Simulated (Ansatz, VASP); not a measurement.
# Cross-check of SrO between VASP and Ansatz

Aim: how closely do two programs agree when they are given the same cell, functional and k mesh? Valence electrons are named where the data sets of a main pair hold unlike numbers.

Calculated with Ansatz 0.2.0; plane waves, with VASP 6.6.1 beside it; band structure at LDA, band structure at PBE and dielectric response at PBE.

## (1) The starting structure

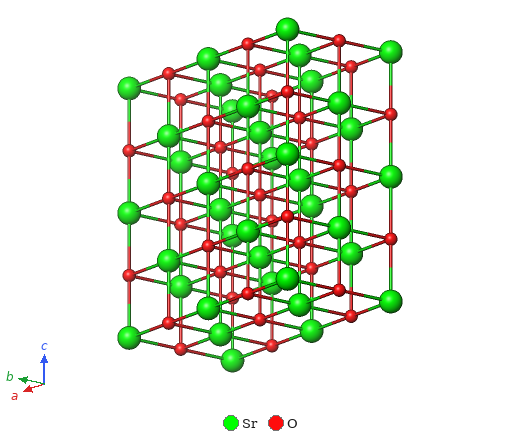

The cell as given, from a free direction (strontium green, oxygen red). 2×1×2 cells are drawn. This picture shows the conventional cell, with its axes. Some periodic images of atoms are drawn too.

Coordinates:

```cif
data_structure
_symmetry_space_group_name_H-M 'P 1'
_symmetry_Int_Tables_number 1
_cell_length_a 3.6496
_cell_length_b 3.6496
_cell_length_c 3.6496
_cell_angle_alpha 60.000
_cell_angle_beta 60.000
_cell_angle_gamma 60.000
_cell_volume 34.37
loop_
_atom_site_label
_atom_site_type_symbol
_atom_site_fract_x
_atom_site_fract_y
_atom_site_fract_z
_atom_site_occupancy
Sr1 Sr 0.00000 0.00000 0.00000 1
O2 O 0.50000 0.50000 0.50000 1
```

## (2) Ansatz: band structure, LDA

Ansatz runs on its default PAW (the set named soft_2) files.

The same path points are solved in both programs, so levels can be compared one by one.

File input.yaml:

```yaml
crystal:
  lattice:
    - [0.0, 2.58066, 2.58066]
    - [2.58066, 0.0, 2.58066]
    - [2.58066, 2.58066, 0.0]
  atoms:
    - { symbol: Sr, position: [0.0, 0.0, 0.0] }
    - { symbol: O, position: [0.5, 0.5, 0.5] }
hamiltonian:
  xc: lda
  pseudopotentials: { kind: paw }
kpoints:
  mp_grid: { grid: [5, 5, 5] }
  band_path:
    path:
      - [0.0, 0.0, 0.0]
      - [0.16667, 0.0, 0.16667]
      - [0.33333, 0.0, 0.33333]
      - [0.5, 0.0, 0.5]
      - [0.5, 0.08333, 0.58333]
      - [0.5, 0.18333, 0.68333]
      - [0.5, 0.25, 0.75]
      - [0.45, 0.3, 0.75]
      - [0.40833, 0.34167, 0.75]
      - [0.35, 0.35, 0.7]
      - [0.225, 0.225, 0.45]
      - [0.075, 0.075, 0.15]
      - [0.03333, 0.03333, 0.03333]
      - [0.23333, 0.23333, 0.23333]
      - [0.4, 0.4, 0.4]
      - [0.51667, 0.46667, 0.51667]
      - [0.55833, 0.38333, 0.55833]
      - [0.60833, 0.28333, 0.60833]
      - [0.60833, 0.25, 0.64167]
      - [0.55833, 0.25, 0.69167]
      - [0.51667, 0.25, 0.73333]
      - [0.5, 0.3, 0.7]
      - [0.5, 0.38333, 0.61667]
      - [0.5, 0.48333, 0.51667]
      - [0.475, 0.475, 0.55]
      - [0.425, 0.425, 0.65]
      - [0.38333, 0.38333, 0.73333]
      - [0.59167, 0.18333, 0.59167]
      - [0.55, 0.1, 0.55]
      - [0.5, 0.0, 0.5]
    npoints: 1
scf:
  occupations: { method: gaussian, width: 0.02 }
  n_extra_bands: 7
output:
  forces: true
  stress: true
  eigenvalues: true
```

Started as:

```sh
> ansatz run input.yaml --threads 2 --pin off --max-ram 4608MiB --backend cpu --events-out ev --progress --plain --runs-dir out
```

Numbers of over 12 decimals in the logs are rounded to 6 here.

Output:

```text
scf.n_extra_bands = 7 over 8 filled bands (N_el = 16.0): the run solves 15 bands
Engine: ansatz 0.2.0, aarch64-unknown-linux-gnu
Pseudopotentials: kind: paw
Pseudopotential: Sr, paw, valence charge 10, recommended cutoff 420 eV (normal), Sr.paw.azcp
Pseudopotential: O, paw, valence charge 6, recommended cutoff 420 eV (normal), O.paw.azcp
Functional definition: SPW92
  exchange = slater_x
  correlation = pw_c
Crystal: 2 atoms, lattice volume = 34.373 Å³
Basis set: ecut = 420 eV, 645 PW (Γ)
Bands: 15, of which v1, the nominal top of the filled ones, is band 8 counted from 1 (7 counted from 0)
Symmetry: 48 space group operations
Space group: Fm-3m (ITA 225), of the structure as read, at distance tolerance 3.3e-5 Å
k-points: 10 of 125
Non-local potential: Sr, projectors of the file, l = 0: 3, l = 1: 2, l = 2: 2
Non-local potential: O, projectors of the file, l = 0: 2, l = 1: 2, l = 2: 1
PAW form: soft (Blöchl's): semilocal exchange-correlation on the pseudo side does not see the compensation charge
PAW frozen core: Sr, regenerated for the run's functional, and the local potential with it (the file was generated under x = pbe(κ = 0.804, μ = 0.219515), c = pbe(β = 0.066725))
PAW frozen core: O, regenerated for the run's functional, and the local potential with it (the file was generated under x = pbe(κ = 0.804, μ = 0.219515), c = pbe(β = 0.066725))
PAW one-centre angular grid: Sr, 110 points (default); XC on 64 Gauss nodes
PAW one-centre angular grid: O, 110 points (default); XC on 64 Gauss nodes
Initial density: superposition of atomic densities (neutral atoms: chi_scale 0, normalization atom), corrected by the library's trained network
Initial wavefunctions: pseudopotential atomic-orbital guess
Functional: x = slater, c = lda
SCF iter   1: F=—  HF=-4002.815408 eV  |F-HF|=—  |Δ(HF+E_count)|=         —  Δρ=1.64e-2  dr2=9.48e-2  ethr=1.77e-3  ⟨swp⟩=9.1  Hψ=1086  notcnv=0  defer=1
preconditioner: auto → none  [insulator: Δε(μ)=3.066 eV  Ē_g=17.870 eV  σ=0.020 eV  W_gap=1.00  n_scr=8 (ndim 8)  ℏωp=23.7 eV  f_vac=0.000  D(μ)=0.00/eV (n_scr^D=0)  ε∞_Penn≈2.8]
SCF iter   2: F=—  HF=-4002.798189 eV  |F-HF|=—  |Δ(HF+E_count)|=   1.72e-2  Δρ=5.43e-3  dr2=1.17e-2  ethr=5.93e-4  ⟨swp⟩=1.9  Hψ=261  notcnv=0  defer=11
SCF iter   3: F=—  HF=-4002.795793 eV  |F-HF|=—  |Δ(HF+E_count)|=   2.40e-3  Δρ=6.19e-4  dr2=8.80e-5  ethr=7.32e-5  ⟨swp⟩=2.1  Hψ=208  notcnv=0  defer=14
SCF iter   4: F=—  HF=-4002.795784 eV  |F-HF|=—  |Δ(HF+E_count)|=   9.01e-6  Δρ=2.90e-5  dr2=1.22e-7  ethr=5.50e-7  ⟨swp⟩=2.5  Hψ=202  notcnv=0  defer=14
iter 5 did not close the SCF: its close was put off for the readings that it lacked (scf_convergence_deferred on its scf_iter line)
SCF iter   5: F=-4002.795784 eV  HF=-4002.795784 eV  |F-HF|=4.11e-9  |Δ(HF+E_count)|=   7.29e-8  Δρ=7.25e-6  dr2=7.43e-9  ethr=7.66e-10  ⟨swp⟩=2.4  Hψ=239  notcnv=0  defer=14
SCF iter   6: F=-4002.795784 eV  HF=-4002.795784 eV  |F-HF|=2.82e-10  |Δ(HF+E_count)|=   1.35e-9  Δρ=1.31e-6  dr2=3.92e-10  ethr=4.64e-11  ⟨swp⟩=7.6  Hψ=685  notcnv=0
SCF 1 converged in 6 iterations: F = -4002.795784 eV  dr2 = 3.92e-10
  greatest PAW one-centre occupation: 0.987 electrons in one spin orbital (limit 2), on the Sr atom at site 0 (counted from 0), in its partial waves of l = 0
NSCF: frozen V_eff on 30 k-points
SCF converged after 6 iterations
Free energy (F): -4002.795784 eV
Harris-Foulkes:  -4002.795784 eV  (|F-HF|=2.82e-10)
Internal energy: -4002.795784 eV  (E = F + TS)
E sigma→0 (E₀):  -4002.795784 eV
Fermi energy:    9.071330 eV
--- Per-component energies (eV) ---
  E_band       = -64.762285
  E_kinetic    = 420.908014
  E_local      = -872.013300  (includes V_loc(G=0)·N_el)
  E_nonlocal   = 256.069871
  E_hartree    = 233.519113
  E_xc         = -245.676022
  E_vxc        = -257.115740  (∫ρ·V_xc dr)
  E_paw        = -2743.767609  (= ΣΔE_a)
  E_vpaw       = -79.651729  (= ΣTr[D̂ρ^β])
  E_aug_tail   = 0.002453  (compensation charges beyond the density's cutoff)
  E_ewald      = -1052.229361
  E_core_change = 0.391057  (= ΣΔE_core)
  E_smearing   = -0.000000  (= −TS)
  E_closure    = -0.000000  (closes the sum)
  Σ components = -4002.795784   (vs F -4002.795784, Δ=0.00e0)
--- Forces (eV/Å), atoms counted from 1 ---
  atom   1  Sr    -0.00000000     0.00000000     0.00000000
  atom   2  O      0.00000000    -0.00000000     0.00000000
  max |Σ_I F_I| component: 2.73e-29 eV/Å
--- Stress (GPa, compression-positive) ---
       -5.218637       0.000000       0.000000
        0.000000      -5.218637       0.000000
        0.000000       0.000000      -5.218637
  P = ⅓ Tr σ = -5.2186 GPa (-52.186 kbar)
--- Band table (eV; the first three rows and the last of 10) ---
  k-point 0: bands = [... 4 lower, -6.4073, 7.3973, 7.3973, 7.3973, 11.1257, 13.5370, 13.5370, 13.5370, ... 3 higher]
  k-point 1: bands = [... 4 lower, -5.7527, 6.4278, 6.9641, 6.9641, 12.6896, 13.2839, 14.2874, 14.2874, ... 3 higher]
  k-point 2: bands = [... 4 lower, -5.2157, 5.3556, 6.3776, 6.3776, 13.6682, 15.0869, 15.8580, 15.8580, ... 3 higher]
  k-point 9: bands = [... 4 lower, -5.7484, 6.2173, 6.7075, 7.0015, 12.5753, 14.2809, 16.0546, 17.7222, ... 3 higher]
```

Run time: 0.6 s. Hardware: 2 threads of Arm Neoverse V1, shared host; peak memory 0.25 GiB; 1 s of CPU time.

In the SCF lines HF is the Harris–Foulkes energy and dr2 the Hartree energy of the density residual, in eV; the loop may stop once dr2 is under the threshold and the program's other checks hold. Hψ counts applications of the Hamiltonian.

## (3) VASP: band structure, LDA

The same cell, functional (in two slightly different forms), mesh and smearing now go to VASP, with its own data sets.

Lines of VASP's logs that name or quote its potential files are left out, and so is its time.

File INCAR:

```
SYSTEM = SrO
PREC = Accurate
ENCUT = 520
EDIFF = 1E-06
NELM = 100
ISMEAR = 0
SIGMA = 0.02
LREAL = .FALSE.
ALGO = Normal
GGA = CA
NBANDS = 20
LORBIT = 11
LWAVE = .FALSE.
LCHARG = .FALSE.
KPAR = 4
```

File POSCAR:

```
SrO
1.0
    0.0000000000      2.5806600000      2.5806600000
    2.5806600000      0.0000000000      2.5806600000
    2.5806600000      2.5806600000      0.0000000000
Sr O
1 1
Direct
    0.0000000000      0.0000000000      0.0000000000
    0.5000000000      0.5000000000      0.5000000000
```

File KPOINTS:

```
Automatic mesh
0
Gamma
5 5 5
0 0 0
```

File KPOINTS_OPT:

```
Line mode
16
Line-mode
Reciprocal
  0.00000000   0.00000000   0.00000000 GAMMA
  0.50000000   0.00000000   0.50000000 X

  0.50000000   0.00000000   0.50000000 X
  0.50000000   0.25000000   0.75000000 W

  0.50000000   0.25000000   0.75000000 W
  0.37500000   0.37500000   0.75000000 K

  0.37500000   0.37500000   0.75000000 K
  0.00000000   0.00000000   0.00000000 GAMMA

  0.00000000   0.00000000   0.00000000 GAMMA
  0.50000000   0.50000000   0.50000000 L

  0.50000000   0.50000000   0.50000000 L
  0.62500000   0.25000000   0.62500000 U

  0.62500000   0.25000000   0.62500000 U
  0.50000000   0.25000000   0.75000000 W

  0.50000000   0.25000000   0.75000000 W
  0.50000000   0.50000000   0.50000000 L

  0.50000000   0.50000000   0.50000000 L
  0.37500000   0.37500000   0.75000000 K

  0.62500000   0.25000000   0.62500000 U
  0.50000000   0.00000000   0.50000000 X
```

The projector-augmented-wave data sets are Sr_sv and O (PBE family, release 64).

Started as:

```sh
> mpirun -np 4 vasp_std
```

Output:

```text
[banner, memory and clock lines left out]
running    4 mpi-ranks, on    1 nodes
 distrk:  each k-point on    1 cores,    4 groups
 distr:  one band on    1 cores,    1 groups

 POSCAR found type information on POSCAR SrO
 POSCAR found :  2 types and       2 ions
|                                                                             |
|               ----> ADVICE to this user running VASP <----                  |
|                                                                             |
|     You enforced a specific xc type in the INCAR file but a different       |
|     [... a line on the potential file left out ...]
|     I HOPE YOU KNOW WHAT YOU ARE DOING!                                     |
|                                                                             |

 LDA part: xc-table for (Slater(with rela. corr.)+CA(PZ))
 , standard interpolation
 POSCAR, INCAR and KPOINTS ok, starting setup
 FFT: planning ... GRIDC
 FFT: planning ... GRID_SOFT
 FFT: planning ... GRID
 WAVECAR not read
 entering main loop
       N       E                     dE             d eps       ncg     rms          rms(c)
DAV:   1     0.644741934600E+02    0.64474E+02   -0.79079E+03   400   0.789E+02
DAV:   2    -0.122599058279E+02   -0.76734E+02   -0.72287E+02   516   0.192E+02
DAV:   3    -0.154189894518E+02   -0.31591E+01   -0.31267E+01   536   0.303E+01
DAV:   4    -0.154637637012E+02   -0.44774E-01   -0.44752E-01   496   0.334E+00
DAV:   5    -0.154652199881E+02   -0.14563E-02   -0.14562E-02   488   0.444E-01    0.170E+01
DAV:   6    -0.136605617810E+02    0.18047E+01   -0.32716E+00   432   0.138E+01    0.202E+01
DAV:   7    -0.134811699139E+02    0.17939E+00   -0.21027E-01   484   0.359E+00    0.122E+01
DAV:   8    -0.134325291010E+02    0.48641E-01   -0.16568E-01   536   0.281E+00    0.464E-01
DAV:   9    -0.134322586656E+02    0.27044E-03   -0.89374E-03   448   0.418E-01    0.237E-01
DAV:  10    -0.134320052258E+02    0.25344E-03   -0.24207E-04   480   0.132E-01    0.125E-01
DAV:  11    -0.134319758636E+02    0.29362E-04   -0.10429E-04   504   0.827E-02    0.352E-02
DAV:  12    -0.134319795217E+02   -0.36581E-05   -0.12390E-05   536   0.188E-02    0.426E-03
DAV:  13    -0.134319795225E+02   -0.81923E-09   -0.44406E-07   252   0.415E-03
   1 F= -.13431980E+02 E0= -.13431980E+02  d E =-.164512E-55
 Start KPOINTS_OPT (optional k-point list driver)
k-point batch [1-10\160]
       N       E                     dE             ncg
DAV:   1    -0.799036448517E+03   -0.22059E+04      400
DAV:   2    -0.157119329956E+04   -0.77216E+03      464
DAV:   3    -0.159912529553E+04   -0.27932E+02      548
DAV:   4    -0.159971571026E+04   -0.59041E+00      532
DAV:   5    -0.159972457242E+04   -0.88622E-02      512
DAV:   6    -0.159972487565E+04   -0.30323E-03      548
DAV:   7    -0.159972488717E+04   -0.11514E-04      472
DAV:   8    -0.159972488760E+04   -0.43893E-06      364
[...]
k-point batch [151-160\160]
       N       E                     dE             ncg
DAV:   1    -0.839601880610E+03   -0.74698E+04      400
DAV:   2    -0.159602198826E+04   -0.75642E+03      504
DAV:   3    -0.162148680649E+04   -0.25465E+02      572
DAV:   4    -0.162179562900E+04   -0.30882E+00      456
DAV:   5    -0.162180008222E+04   -0.44532E-02      512
DAV:   6    -0.162180016283E+04   -0.80606E-04      476
DAV:   7    -0.162180016447E+04   -0.16382E-05      472
DAV:   8    -0.162180016450E+04   -0.31398E-07      292
```

From OUTCAR (step 3):

```text
ion  position               nearest neighbor table
   1  0.000  0.000  0.000-   2 2.58   2 2.58   2 2.58   2 2.58   2 2.58   2 2.58
   2  0.500  0.500  0.500-   1 2.58   1 2.58   1 2.58   1 2.58   1 2.58   1 2.58

  LATTYP: Found a face centered cubic cell.
 ALAT       =     5.1613200000

 Subroutine GETGRP returns: Found 48 space group operations
 (whereof 48 operations were pure point group operations)

The static configuration has the point symmetry O_h .

 Found     10 irreducible k-points:

   k-points           NKPTS =     10   k-points in BZ     NKDIM =     10   number of bands    NBANDS=     20

   dimension x,y,z NGX =    28 NGY =   28 NGZ =   28
   dimension x,y,z NGXF=    56 NGYF=   56 NGZF=   56

   ENCUT  =  520.0 eV  38.22 Ry    6.18 a.u.   6.79  6.79  6.79*2*pi/ulx,y,z

   NELECT =      16.0000    total number of electrons

 k-points in reciprocal lattice and weights: Automatic mesh
   0.00000000  0.00000000  0.00000000       0.008
   0.20000000  0.00000000  0.00000000       0.064
   0.40000000  0.00000000  0.00000000       0.064
   0.20000000  0.20000000  0.00000000       0.048
   0.40000000  0.20000000  0.00000000       0.192
  -0.40000000  0.20000000  0.00000000       0.192
  -0.20000000  0.20000000  0.00000000       0.096
   0.40000000  0.40000000  0.00000000       0.048
  -0.40000000  0.40000000  0.00000000       0.096
  -0.40000000  0.40000000  0.20000000       0.192

 average (electrostatic) potential at core
       1 -36.3819       2 -70.7793

 E-fermi :   1.4215

 k-point     1 :       0.0000    0.0000    0.0000
  band No.  band energies     occupation
    ...
      4     -12.6413      2.00000
      5     -12.6413      2.00000
      6       1.2022      2.00000
      7       1.2022      2.00000
      8       1.2022      2.00000
      9       4.9201      0.00000
     10       7.2824      0.00000
     11       7.2824      0.00000
     12       7.2824      0.00000
     13       9.4831      0.00000
    ...

 k-point     2 :       0.2000    0.0000    0.0000
  band No.  band energies     occupation
    ...
      4     -12.6706      2.00000
      5     -11.9701      2.00000
      6       0.2225      2.00000
      7       0.7561      2.00000
      8       0.7561      2.00000
      9       6.4848      0.00000
     10       7.0540      0.00000
     11       8.0414      0.00000
     12       8.0414      0.00000
     13      10.4489      0.00000
    ...

 k-point     3 :       0.4000    0.0000    0.0000
  band No.  band energies     occupation
    ...
      4     -12.7171      2.00000
      5     -11.4258      2.00000
      6      -0.8640      2.00000
      7       0.1540      2.00000
      8       0.1540      2.00000
      9       7.4398      0.00000
     10       8.9146      0.00000
     11       9.6132      0.00000
     12       9.6132      0.00000
     13      12.4281      0.00000
    ...

  Total       -0.9701843     -0.9701843     -0.9701843      0.0000000      0.0000000      0.0000000
  in kB      -45.2212394    -45.2212394    -45.2212394      0.0000000      0.0000000      0.0000000
  external PRESSURE =     -45.2212394 kB  Pullay stress =       0.0000000 kB

  energy-cutoff  :      520.00
  volume of cell :       34.37
      direct lattice vectors                 reciprocal lattice vectors
     0.000000000  2.580660000  2.580660000    -0.193748886  0.193748886  0.193748886
     2.580660000  0.000000000  2.580660000     0.193748886 -0.193748886  0.193748886
     2.580660000  2.580660000  0.000000000     0.193748886  0.193748886 -0.193748886

 POSITION                                       TOTAL-FORCE (eV/Angst)
 -----------------------------------------------------------------------------------
      0.00000      0.00000      0.00000         0.000000     -0.000000     -0.000000
      2.58066      2.58066      2.58066        -0.000000      0.000000      0.000000
 -----------------------------------------------------------------------------------
    total drift:                                0.000000      0.000000      0.000000

  FREE ENERGIE OF THE ION-ELECTRON SYSTEM (eV)
  ---------------------------------------------------
  free  energy   TOTEN  =       -13.4319795225 eV

  energy  without entropy=      -13.4319795225  energy(sigma->0) =      -13.43197952

 total charge
# of ion       s       p       d       tot
------------------------------------------
    1        2.014   5.755   0.258   8.026
    2        1.539   3.390   0.000   4.929
--------------------------------------------------
tot          3.553   9.145   0.258  12.955

[... 3 further parts left out ...]
```

The PAW data sets were made with PBE, though LDA sets exist; pressures can shift by 1 GPa and more with it. At this level the cell is under a tension of 4.5 GPa, so at these settings it is away from equilibrium.

## (4) Differences

Known differences besides the potentials themselves: the two LDA forms differ slightly; the cutoff is 420 eV in Ansatz and 520 eV in VASP; Ansatz makes its cores anew for this functional, VASP keeps those of its PBE data sets; VASP's log shows a relativistic correction to its local exchange, Ansatz's none. Total energies have different zeros and are not compared.

The two programs side by side:

| quantity | Ansatz | VASP | difference |
| --- | --- | --- | --- |
| pressure (GPa) | -5.22 | -4.52 | -0.70 |
| pressure without Ansatz's Pulay correction (GPa) | -5.72 | -4.52 | -1.19 |
| gap over the path points (eV) | 3.163 | 3.106 | +0.057 |

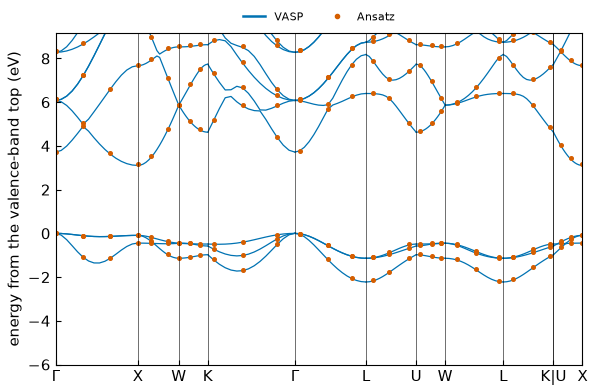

Bands from VASP (lines) and levels from Ansatz (dots). Dots without a line are higher empty bands that the VASP plot leaves out.

Levels at points of the path, from each program's valence-band top (eV; 3 filled, then empty):

| k (reciprocal lattice) | Ansatz | VASP |
| --- | --- | --- |
| 0.000 0.000 0.000 | 0.00 0.00 0.00 3.73 6.14 6.14 | 0.00 0.00 0.00 3.72 6.08 6.08 |
| 0.167 0.000 0.167 | -1.07 -0.10 -0.10 4.91 5.04 7.26 | -1.09 -0.11 -0.11 4.89 4.99 7.21 |
| 0.333 0.000 0.333 | -1.11 -0.13 -0.13 3.67 6.62 9.61 | -1.14 -0.14 -0.14 3.62 6.60 9.55 |
| 0.500 0.000 0.500 | -0.43 -0.09 -0.09 3.16 7.71 10.02 | -0.45 -0.09 -0.09 3.11 7.67 10.07 |
| 0.500 0.083 0.583 | -0.44 -0.36 -0.17 3.54 7.97 8.97 | -0.46 -0.37 -0.19 3.49 7.93 8.97 |
| 0.500 0.183 0.683 | -0.96 -0.46 -0.36 4.78 7.12 8.46 | -0.98 -0.47 -0.38 4.75 7.10 8.42 |
| 0.500 0.250 0.750 | -1.12 -0.43 -0.43 5.89 5.89 8.58 | -1.14 -0.45 -0.45 5.87 5.87 8.53 |
| 0.450 0.300 0.750 | -1.07 -0.46 -0.46 5.14 6.81 8.60 | -1.09 -0.48 -0.48 5.10 6.79 8.55 |
| 0.408 0.342 0.750 | -0.99 -0.53 -0.47 4.76 7.51 8.65 | -1.01 -0.55 -0.49 4.72 7.49 8.61 |
| 0.350 0.350 0.700 | -1.19 -0.70 -0.48 5.20 7.32 8.85 | -1.21 -0.72 -0.50 5.17 7.30 8.81 |

Among the levels compared at these points, filled levels agree within 31 meV and empty ones within 60 meV. Ansatz's pressure holds a Pulay correction of 0.50 GPa; VASP's holds none.

## (5) Ansatz: band structure, PBE

Levels along a path test the potential and the projectors away from the mesh points.

Changes to input.yaml since step 2:

```diff
@@ -9,3 +9,3 @@
 hamiltonian:
-  xc: lda
+  xc: pbe
   pseudopotentials: { kind: paw }
```

Started as:

```sh
> ansatz run input.yaml --threads 2 --pin off --max-ram 4608MiB --backend cpu --events-out ev --progress --plain --runs-dir out
```

Output:

```text
[...]
Crystal: 2 atoms, lattice volume = 34.373 Å³
Basis set: ecut = 420 eV, 645 PW (Γ), exchange–correlation on 50×50×50 points (8 copies of the dense FFT grid, shifted against one another)
Bands: 15, of which v1, the nominal top of the filled ones, is band 8 counted from 1 (7 counted from 0)
Symmetry: 48 space group operations
[...]
k-points: 10 of 125
[...]
k-point 0: bands = [... 4 lower, -6.1829, 7.8161, 7.8161, 7.8161, 11.7421, 14.0494, 14.0494, 14.0494, ... 3 higher]
  k-point 1: bands = [... 4 lower, -5.5960, 6.8874, 7.3917, 7.3917, 13.2827, 13.8184, 14.7864, 14.7864, ... 3 higher]
  k-point 2: bands = [... 4 lower, -5.0918, 5.8455, 6.8153, 6.8153, 14.1932, 15.6962, 16.3198, 16.3198, ... 3 higher]
  k-point 9: bands = [... 4 lower, -5.5976, 6.6687, 7.1350, 7.4285, 13.1195, 14.8161, 16.4954, 18.1268, ... 3 higher]
[key lines of the parts left out:]
SCF converged after 6 iterations
Free energy (F): -4114.624714 eV
Fermi energy:    9.566283 eV
P = ⅓ Tr σ = 1.7280 GPa (17.280 kbar)
```

Elapsed: 0.62 s, on 2 threads; peak memory 0.25 GiB.

[end of part 1 of 2]

[Lines on the potential files, build, host, timing and source positions are cut from VASP's logs without a mark.]

[Logs are printed without paths, hosts, clocks, repeated set-up lines and the standing remarks that a program may print on its own settings, such as how far it seeks lower states.]

[Hosts, paths, dates, database ids (printed as entryN), source tags and the programs' standing remarks are cut or masked in the printed files.]
